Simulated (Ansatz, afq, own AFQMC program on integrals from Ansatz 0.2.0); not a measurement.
# BNH2 (singlet): AFQMC on the coupled-cluster ladder at distance B1–N2 = 1.233 Å, cc-pVDZ

Aim: compute BNH2 (singlet) with auxiliary-field quantum Monte Carlo on the same integrals as coupled cluster, and set the energies side by side.

Method: cc-pVDZ, frozen cores; program: Ansatz 0.2.0, Gaussian basis, and an in-house AFQMC program (afq) on its integrals; all values are calculated.

Plan: PBE (unrestricted); r2SCAN (unrestricted); PBE0 (unrestricted); B3LYP (unrestricted); wB97M-V (unrestricted); B2PLYP (unrestricted); CCSD(T) on RHF; CCSDT(Q) on RHF; Phaseless AFQMC, CISD trial on RHF; Phaseless AFQMC, single-determinant trial on RHF; Free-projection AFQMC, CISD trial on RHF; Phaseless AFQMC, CID trial on RHF; Free-projection AFQMC, CISD trial on RHF; UHF.

4 further runs of the same task are left out: 4 that didn't finish.

### Step 1. The system

The geometry derives from a PBE0/def2-TZVP stationary point (not a proven minimum). One bond is set to the value named and the two fragments are kept rigid.

4 atoms, charge 0, spin multiplicity 1.

Atoms are counted from 1 here; the program's logs count them from 0.

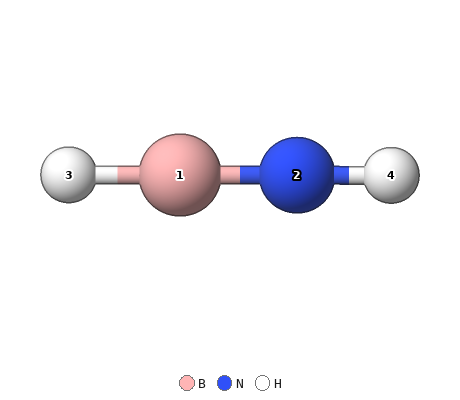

The structure; boron pink, nitrogen blue, hydrogen white; atoms are numbered from 1 in the order of the file.

### Step 2. PBE (unrestricted)

Input file in.yaml:

```yaml
crystal:
  periodic: [false, false, false]
  atoms:
    - {symbol: B, position_ang: [0.000000, 0.000000, 0.571255]}
    - {symbol: N, position_ang: [0.000000, 0.000000, -0.661337]}
    - {symbol: H, position_ang: [0.000000, 0.000000, 1.742910]}
    - {symbol: H, position_ang: [0.000000, 0.000000, -1.652828]}
basis:
  gaussian: {orbitals: cc-pVDZ}
magnetization: {spin_polarized: true, initial_magnetization: 0}
hamiltonian: {xc: {name: PBE}}
output: {orbitals: {seedname: orbitals}}
```

Started as:

```sh
$ ansatz run in.yaml --threads 1 --pin off --events-out ev --progress --plain --max-ram 1382MiB
```

Output:

```text
Functional definition: PBE
  name "PBE"
  cite "Perdew, Burke & Ernzerhof, Phys. Rev. Lett. 77, 3865 (1996) doi:10.1103/PhysRevLett.77.3865"
  parent pbe
  parameter kappa = 0.804
  parameter beta = 0.06672455060314922
  exchange = pbe_x(kappa = kappa, mu = beta*pi^2/3)
  correlation = pbe_c(beta = beta)
468 factors; their error is unknown
mean field evaluation 1: about -2188.1616 eV, gradient 4.3e1 eV
mean field evaluation 2: about -2147.3232 eV, gradient 8.8e1 eV
mean field evaluation 4: about -2195.5709 eV, gradient 5.3e0 eV
mean field evaluation 8: about -2195.7065 eV, gradient 1.8e-2 eV
mean field -2195.70652897 eV, -80.6907266362 hartree, gradient 3.1e-6 eV, S^2 0.000000; 0 other end points of the search recorded, 0 dependent functions left out
reference -2195.70655650 eV, -80.6907276480 hartree; 7, 7 occupied and 31, 31 virtual orbitals, 468 factors
Total energy: -2195.70655650 eV, -80.6907276480 hartree
```

Wall time 0.6 s (1 thread of Arm Neoverse V1, shared host).

From the report: ⟨S²⟩ of the determinant 0.000 (pure singlet: 0.00).

### Step 3. r2SCAN (unrestricted)

Edit in.yaml of step 2 so:

```diff
@@ -10,3 +10,2 @@
 magnetization: {spin_polarized: true, initial_magnetization: 0}
-hamiltonian: {xc: {name: PBE}}
-output: {orbitals: {seedname: orbitals}}
+hamiltonian: {xc: {name: r2SCAN}}
```

Launched as before.

Output:

```text
Functional definition: r2SCAN
  name "r2SCAN"
  cite "Furness, Kaplan, Ning, Perdew & Sun, J. Phys. Chem. Lett. 11, 8208 (2020) doi:10.1021/acs.jpclett.0c02405"
  cite "Furness, Kaplan, Ning, Perdew & Sun, J. Phys. Chem. Lett. 11, 9248 (2020) doi:10.1021/acs.jpclett.0c03077"
  parent r2scan
  parameter k0 = 0.174
  parameter k1 = 0.065
  parameter a1 = 4.9479
  exchange = r2scan_x(k0 = k0, k1 = k1, a1 = a1)
  correlation = r2scan_c
468 factors; their error is unknown
mean field evaluation 1: about -2191.0288 eV, gradient 3.9e1 eV
mean field evaluation 2: about -2162.3471 eV, gradient 7.9e1 eV
mean field evaluation 4: about -2197.3242 eV, gradient 3.4e0 eV
mean field evaluation 8: about -2197.3704 eV, gradient 3.9e-2 eV
mean field -2197.37041051 eV, -80.7518731552 hartree, gradient 2.5e-5 eV, S^2 0.000000; 0 other end points of the search recorded, 0 dependent functions left out
reference -2197.37041910 eV, -80.7518734707 hartree; 7, 7 occupied and 31, 31 virtual orbitals, 468 factors
Total energy: -2197.37041910 eV, -80.7518734707 hartree
```

Wall time 1.3 s (1 thread of Arm Neoverse V1, shared host).

From the report: ⟨S²⟩ of the determinant 0.000 (pure singlet: 0.00).

### Step 4. PBE0 (unrestricted)

Edit in.yaml of step 3 so:

```diff
@@ -10,2 +10,3 @@
 magnetization: {spin_polarized: true, initial_magnetization: 0}
-hamiltonian: {xc: {name: r2SCAN}}
+hamiltonian: {xc: {name: PBE0}}
+output: {orbitals: {seedname: orbitals}}
```

Same command.

Output:

```text
Functional definition: PBE0
  name "PBE0"
  cite "Adamo & Barone, J. Chem. Phys. 110, 6158 (1999) doi:10.1063/1.478522"
  cite "Perdew, Burke & Ernzerhof, Phys. Rev. Lett. 77, 3865 (1996) doi:10.1103/PhysRevLett.77.3865"
  parent pbe
  parameter a = 0.25
  parameter kappa = 0.804
  parameter beta = 0.06672455060314922
  exchange = (1 - a)*pbe_x(kappa = kappa, mu = beta*pi^2/3) + a*exact_x
  correlation = pbe_c(beta = beta)
355 factors; integrals over basis functions are off by at most 1.3e-3 eV
mean field evaluation 1: about -2190.4913 eV, gradient 3.6e1 eV
mean field evaluation 2: about -2174.4412 eV, gradient 6.5e1 eV
mean field evaluation 4: about -2195.9064 eV, gradient 1.9e0 eV
mean field evaluation 8: about -2195.9236 eV, gradient 3.3e-2 eV
mean field -2195.92361736 eV, -80.6987044874 hartree, gradient 7.5e-5 eV, S^2 0.000000; 0 other end points of the search recorded, 0 dependent functions left out
reference -2195.92363760 eV, -80.6987052312 hartree; 7, 7 occupied and 31, 31 virtual orbitals, 355 factors
Total energy: -2195.92363760 eV, -80.6987052312 hartree
```

It took 0.66 s on 1 thread of Arm Neoverse V1, shared host.

From the report: ⟨S²⟩ of the determinant 0.000 (pure singlet: 0.00).

### Step 5. B3LYP (unrestricted)

Edit in.yaml of step 4 so:

```diff
@@ -10,3 +10,2 @@
 magnetization: {spin_polarized: true, initial_magnetization: 0}
-hamiltonian: {xc: {name: PBE0}}
-output: {orbitals: {seedname: orbitals}}
+hamiltonian: {xc: {name: B3LYP}}
```

The command is unchanged.

Output, shortened:

```text
Functional definition: B3LYP
  name "B3LYP"
  cite "Stephens, Devlin, Chabalowski & Frisch, J. Phys. Chem. 98, 11623 (1994) doi:10.1021/j100096a001"
  cite "Becke, Phys. Rev. A 38, 3098 (1988) doi:10.1103/PhysRevA.38.3098"
  cite "Lee, Yang & Parr, Phys. Rev. B 37, 785 (1988) doi:10.1103/PhysRevB.37.785"
  cite "Vosko, Wilk & Nusair, Can. J. Phys. 58, 1200 (1980) doi:10.1139/p80-159"
[...]
355 factors; integrals over basis functions are off by at most 1.3e-3 eV
[...]
mean field -2198.93056532 eV, -80.8092077868 hartree, gradient 3.1e-6 eV, S^2 0.000000; 0 other end points of the search recorded, 0 dependent functions left out
reference -2198.93074848 eV, -80.8092145178 hartree; 7, 7 occupied and 31, 31 virtual orbitals, 355 factors
Total energy: -2198.93074848 eV, -80.8092145178 hartree
```

Wall time 0.69 s (1 thread of Arm Neoverse V1, shared host).

From the report: ⟨S²⟩ of the determinant 0.000 (pure singlet: 0.00).

### Step 6. wB97M-V (unrestricted)

Edit in.yaml of step 5 so:

```diff
@@ -10,2 +10,3 @@
 magnetization: {spin_polarized: true, initial_magnetization: 0}
-hamiltonian: {xc: {name: B3LYP}}
+hamiltonian: {xc: {name: wB97M-V}}
+output: {orbitals: {seedname: orbitals}}
```

Launched as before.

Output, shortened:

```text
Functional definition: wB97M-V
  name "wB97M-V"
  cite "Mardirossian & Head-Gordon, J. Chem. Phys. 144, 214110 (2016) doi:10.1063/1.4952647"
  cite "Becke, J. Chem. Phys. 107, 8554 (1997) doi:10.1063/1.475007"
  cite "Vydrov & Van Voorhis, J. Chem. Phys. 133, 244103 (2010) doi:10.1063/1.3521275"
  # Of w^i u^j: cxij and so on, Table III.
[...]
  gx(w, u) = 1 - cx + cx01*u + cx10*w
  gss(w, u) = css00 + css04*u^4 + css10*w + css20*w^2 + css43*w^4*u^3
  gos(w, u) = cos00 + cos10*w + (cos20 + cos21*u)*w^2 + (cos60 + cos61*u)*w^6
[...]
      + integral(e_c_pw_mod_opposite_spin*gos(b97_w_opposite, b97_u_opposite)) + vv10(b, c)
355 factors; integrals over basis functions are off by at most 1.3e-3 eV
116 factors; integrals over basis functions are off by at most 1.1e-5 eV
[...]
mean field -2197.82528039 eV, -80.7685893150 hartree, gradient 2.2e-5 eV, S^2 0.000000; 0 other end points of the search recorded, 0 dependent functions left out
reference -2197.82531110 eV, -80.7685904433 hartree; 7, 7 occupied and 31, 31 virtual orbitals, 355 factors
Total energy: -2197.82531110 eV, -80.7685904433 hartree
```

Wall time 2.2 s (1 thread of Arm Neoverse V1, shared host).

From the report: ⟨S²⟩ of the determinant 0.000 (pure singlet: 0.00).

### Step 7. B2PLYP (unrestricted)

Edit in.yaml of step 6 so:

```diff
@@ -10,3 +10,3 @@
 magnetization: {spin_polarized: true, initial_magnetization: 0}
-hamiltonian: {xc: {name: wB97M-V}}
-output: {orbitals: {seedname: orbitals}}
+hamiltonian: {xc: {name: B2PLYP}}
+correlation: {electrons: outside_noble_gas}
```

The command is unchanged.

Output, shortened:

```text
Functional definition: B2PLYP
  name "B2PLYP"
  cite "Grimme, J. Chem. Phys. 124, 034108 (2006) doi:10.1063/1.2148954"
  cite "Becke, Phys. Rev. A 38, 3098 (1988) doi:10.1103/PhysRevA.38.3098"
  cite "Lee, Yang & Parr, Phys. Rev. B 37, 785 (1988) doi:10.1103/PhysRevB.37.785"
[...]
355 factors; integrals over basis functions are off by at most 1.3e-3 eV
[...]
mean field -2194.22440586 eV, -80.6362596166 hartree, gradient 1.7e-6 eV, S^2 0.000000; 0 other end points of the search recorded, 0 dependent functions left out
2 core orbitals not correlated: weight in the atoms' cores, before any rotation towards them, 1.000 or more for the frozen orbitals, at most 0.000 for the correlated occupied ones
reference -2194.22452045 eV, -80.6362638276 hartree; 5, 5 occupied and 31, 31 virtual orbitals, 355 factors
second order -8.48749757 eV of doubles, -0.00000000 eV of singles
Total energy: -2196.51614479 eV, -80.7204794690 hartree
```

It took 0.72 s on 1 thread of Arm Neoverse V1, shared host.

From the report: ⟨S²⟩ of the determinant 0.000 (pure singlet: 0.00).

### Step 8. CCSD(T) on RHF

Edit in.yaml of step 7 so:

```diff
@@ -9,4 +9,3 @@
   gaussian: {orbitals: cc-pVDZ}
-magnetization: {spin_polarized: true, initial_magnetization: 0}
-hamiltonian: {xc: {name: B2PLYP}}
-correlation: {electrons: outside_noble_gas}
+magnetization: {spin_polarized: false}
+correlation: {method: ccsd_t, electrons: outside_noble_gas, hamiltonian_folder: ham}
```

Same command.

Output, shortened:

```text
Functional definition: HF
  name "HF"
  cite "Fock, Z. Phys. 61, 126 (1930) doi:10.1007/BF01340294"
  parent pbe
[...]
355 factors; integrals over basis functions are off by at most 1.3e-3 eV
[...]
mean field -2185.09798482 eV, -80.3008698293 hartree, gradient 1.3e-6 eV, S^2 0.000000; 0 other end points of the search recorded, 0 dependent functions left out
2 core orbitals not correlated: weight in the atoms' cores, before any rotation towards them, 1.000 or more for the frozen orbitals, at most 0.000 for the correlated occupied ones
reference -2185.09798482 eV, -80.3008698293 hartree; 5, 5 occupied and 31, 31 virtual orbitals, 355 factors
second order -6.78379218 eV of doubles, -0.00000000 eV of singles
cycle   1  -6.91964588 eV  change   -1.4e-1 eV  update   7.7e-2
[...]
cycle   8  -7.20807439 eV  change   -5.1e-6 eV  update   8.2e-6
perturbative correction -0.25541153 eV, -0.0093862005 hartree
Total energy: -2192.56147073 eV, -80.5751478779 hartree
```

Wall time 0.3 s (1 thread of Arm Neoverse V1, shared host).

From the report: correlation -7.4635 eV; T1 0.018; largest double amplitude 0.07.

This run also writes the integrals to the folder ham.

### Step 9. CCSDT(Q) on RHF

Edit in.yaml of step 8 so:

```diff
@@ -10,2 +10,2 @@
 magnetization: {spin_polarized: false}
-correlation: {method: ccsd_t, electrons: outside_noble_gas, hamiltonian_folder: ham}
+correlation: {method: ccsdt_q, electrons: outside_noble_gas}
```

Same command.

Output, shortened:

```text
Functional definition: HF
  name "HF"
  cite "Fock, Z. Phys. 61, 126 (1930) doi:10.1007/BF01340294"
  parent pbe
[...]
658 factors; integrals over basis functions are off by at most 1.6e-7 eV
[...]
mean field -2185.09800555 eV, -80.3008705913 hartree, gradient 1.3e-6 eV, S^2 0.000000; 0 other end points of the search recorded, 0 dependent functions left out
2 core orbitals not correlated: weight in the atoms' cores, before any rotation towards them, 1.000 or more for the frozen orbitals, at most 0.000 for the correlated occupied ones
reference -2185.09800555 eV, -80.3008705913 hartree; 5, 5 occupied and 31, 31 virtual orbitals, 658 factors
second order -6.78379838 eV of doubles, -0.00000000 eV of singles
cycle   1  -6.91963356 eV  change   -1.4e-1 eV  update   9.1e-2
[...]
cycle  14  -7.47842021 eV  change   -9.1e-8 eV  update   1.0e-7
perturbative correction -0.02328761 eV, -0.0008558039 hartree
Total energy: -2192.59971337 eV, -80.5765532687 hartree
```

It took 3.8 s on 1 thread of Arm Neoverse V1, shared host.

From the report: correlation -7.5017 eV; T1 0.017; largest double amplitude 0.08.

### Step 10. Phaseless AFQMC, CISD trial on RHF

It reads the integrals that the CCSD(T) run on this determinant wrote.

Started as:

```sh
$ afq ham --method phaseless --trial cisd --walkers 70 --populations 1 --least-time 40 --time-step 0.005 --steps-per-block 50 --equilibration-blocks 28 --max-blocks 300 --target-error 0.00038 --factor-cut 1e-05 --seed 1457 --release-times 0.24,0.51,0.99,1.62,2.4 --release-step 0.03 --release-every 4 --taylor-order 6
```

Output:

```text
orbitals 36  electrons 5 5  factors 273 of 355
reference energy -80.30086983 Eh
CCSD correlation -0.26489154 Eh in 10 cycles, weight of the determinant in the CISD state 0.8953
energy of the start -80.565761 Eh
 block  time / (1/Eh)  mean weight  energy / Eh
     1     0.250  0.9998  -80.563581
     2     0.500  1.0019  -80.564898
     3     0.750  1.0006  -80.568612
     4     1.000  0.9983  -80.571153
     5     1.250  0.9996  -80.575789
     6     1.500  1.0005  -80.578621
     7     1.750  1.0003  -80.572649
     8     2.000  1.0010  -80.569626
     9     2.250  0.9994  -80.570712
    10     2.500  0.9980  -80.574744
    17     4.250  1.0029  -80.589059
    25     6.250  1.0004  -80.573176
    33     8.250  1.0010  -80.585776
    41    10.250  1.0003  -80.577588
    49    12.250  1.0032  -80.575039
    57    14.250  1.0010  -80.583370
    65    16.250  1.0003  -80.570312
    73    18.250  1.0016  -80.577743
    81    20.250  0.9990  -80.570347
    89    22.250  1.0007  -80.573838
    97    24.250  0.9992  -80.572740
   105    26.250  0.9981  -80.571613
   113    28.250  0.9987  -80.575708
   121    30.250  1.0013  -80.571664
   129    32.250  0.9978  -80.574993
   137    34.250  0.9999  -80.575577
   145    36.250  1.0004  -80.572834
   153    38.250  1.0007  -80.582950
   161    40.250  0.9976  -80.577902
   169    42.250  1.0000  -80.572507
   177    44.250  0.9989  -80.570108
   185    46.250  0.9977  -80.573560
   193    48.250  1.0013  -80.575554
   201    50.250  0.9974  -80.578008
   209    52.250  0.9986  -80.576895
   217    54.250  1.0001  -80.576287
   225    56.250  1.0007  -80.574265
   233    58.250  1.0008  -80.583209
   241    60.250  0.9988  -80.573995
   249    62.250  1.0010  -80.574681
   257    64.250  1.0011  -80.570853
   265    66.250  0.9989  -80.587514
   273    68.250  0.9990  -80.577081
   281    70.250  0.9982  -80.576225
   289    72.250  0.9997  -80.578778
   297    74.250  1.0002  -80.594441
   305    76.250  1.0015  -80.578037
   313    78.250  0.9988  -80.569442
   321    80.250  0.9993  -80.571172
blocks merged  error / Eh  count
     1  0.000493  300
     2  0.000551  150
     4  0.000609  75
     8  0.000654  37
    16  0.000525  18
    32  0.000571  9
released: time / (1/Eh)  energy / Eh  error  mean overlap
  0.24  -80.577451  0.000834  1.0015
  0.51  -80.576477  0.000641  1.0089
  0.99  -80.576745  0.000594  0.9978
  1.62  -80.577414  0.000508  0.9895
  2.40  -80.576495  0.000775  0.9978
energy -80.577193 +/- 0.000654 Eh
```

It took 3.6 min on 1 thread of Arm Neoverse V1, shared host.

Energy -2192.6171 ± 0.0178 eV. Caveats: constraint bias not in the error; error above the target.

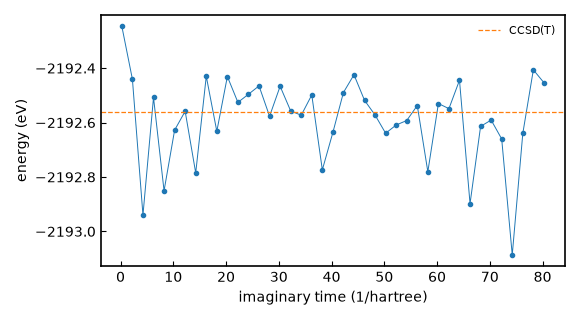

Block energies along the walk.

### Step 11. Phaseless AFQMC, single-determinant trial on RHF

It reads the integrals that the CCSD(T) run on this determinant wrote.

Started as:

```sh
$ afq ham --method phaseless --trial hf --walkers 140 --populations 1 --least-time 40 --time-step 0.005 --steps-per-block 20 --equilibration-blocks 112 --max-blocks 600 --target-error 0.00114 --factor-cut 1e-05 --seed 7958 --taylor-order 6
```

Output:

```text
orbitals 36  electrons 5 5  factors 273 of 355
reference energy -80.30086983 Eh
CCSD correlation -0.26489154 Eh in 10 cycles, weight of the determinant in the CISD state 0.8953
energy of the start -80.300870 Eh
 block  time / (1/Eh)  mean weight  energy / Eh
     1     0.100  1.0023  -80.366160
     2     0.200  1.0019  -80.409146
     3     0.300  1.0020  -80.442161
     4     0.400  1.0018  -80.465284
     5     0.500  1.0025  -80.484456
     6     0.600  1.0004  -80.500395
     7     0.700  1.0017  -80.518769
     8     0.800  1.0006  -80.503000
     9     0.900  1.0020  -80.521612
    10     1.000  0.9995  -80.523211
    18     1.800  0.9998  -80.550679
    35     3.500  0.9991  -80.581384
    52     5.200  1.0019  -80.575244
    69     6.900  0.9994  -80.591410
    86     8.600  1.0022  -80.568807
   103    10.300  1.0008  -80.585804
   120    12.000  0.9995  -80.541826
   137    13.700  1.0005  -80.593678
   154    15.400  0.9990  -80.597507
   171    17.100  0.9990  -80.559360
   188    18.800  1.0015  -80.548851
   205    20.500  1.0004  -80.606530
   222    22.200  0.9992  -80.550910
   239    23.900  0.9989  -80.606218
   256    25.600  1.0023  -80.586468
   273    27.300  1.0021  -80.602023
   290    29.000  0.9984  -80.574049
   307    30.700  0.9993  -80.584624
   324    32.400  1.0001  -80.529327
   341    34.100  0.9989  -80.584224
   358    35.800  1.0017  -80.589607
   375    37.500  1.0003  -80.606819
   392    39.200  0.9981  -80.591859
   409    40.900  1.0007  -80.585282
   426    42.600  1.0004  -80.581575
   443    44.300  1.0025  -80.636102
   460    46.000  1.0012  -80.585952
   477    47.700  1.0006  -80.535874
   494    49.400  1.0028  -80.636699
   511    51.100  0.9998  -80.576320
   528    52.800  1.0014  -80.581516
   545    54.500  1.0007  -80.555500
   562    56.200  0.9993  -80.547957
   579    57.900  1.0006  -80.597565
   596    59.600  1.0004  -80.598548
   613    61.300  1.0024  -80.578828
   630    63.000  0.9994  -80.521038
   647    64.700  1.0000  -80.636791
   664    66.400  0.9995  -80.592735
   681    68.100  1.0004  -80.585977
   698    69.800  0.9985  -80.575438
blocks merged  error / Eh  count
     1  0.001031  600
     2  0.001381  300
     4  0.001812  150
     8  0.002195  75
    16  0.002683  37
    32  0.003107  18
    64  0.002434  9
energy -80.575487 +/- 0.003107 Eh
```

It took 3 min on 1 thread of Arm Neoverse V1, shared host.

Energy -2192.5707 ± 0.0846 eV. Caveats: constraint bias not in the error; error above the target.

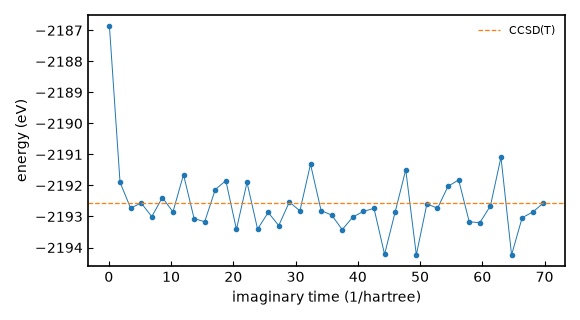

Block energies along the walk.

### Step 12. Free-projection AFQMC, CISD trial on RHF

It reads the integrals that the CCSD(T) run on this determinant wrote.

Started as:

```sh
$ afq ham --method free --trial cisd --walkers 70 --time-step 0.03 --max-blocks 80 --target-error 0.00038 --factor-cut 1e-05 --seed 4315 --times 0,0.21,0.42,0.81,1.2,1.8,2.4,3 --taylor-order 8
```

Output:

```text
orbitals 36  electrons 5 5  factors 273 of 355
reference energy -80.30086983 Eh
CCSD correlation -0.26489154 Eh in 10 cycles, weight of the determinant in the CISD state 0.8953
repeat  energy at the last time / Eh  error
    10  -80.575389  0.002596
    20  -80.576165  0.001877
    30  -80.575898  0.001357
    40  -80.575383  0.001030
    50  -80.575721  0.000951
    60  -80.575831  0.000833
    70  -80.575530  0.000734
    80  -80.575781  0.000706
time / (1/Eh)  energy / Eh  error  mean overlap
  0.00  -80.565932  0.000407  1.1175
  0.21  -80.571212  0.000371  1.1194
  0.42  -80.573151  0.000383  1.1255
  0.81  -80.575381  0.000415  1.1079
  1.20  -80.575554  0.000483  1.1248
  1.80  -80.576580  0.000528  1.1158
  2.40  -80.576691  0.000590  1.1128
  3.00  -80.575781  0.000706  1.1418
energy -80.575781 +/- 0.000706 Eh
```

Wall time 1.8 min (1 thread of Arm Neoverse V1, shared host).

Energy -2192.5787 ± 0.0192 eV. Caveats: remainder of the start not in the error; error above the target.

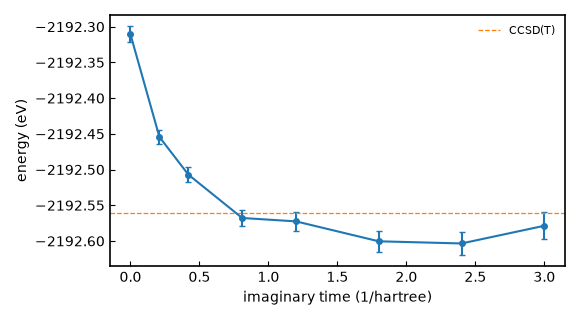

Energy against projection time, with error bars.

(Part 1 of 2 ends here.)
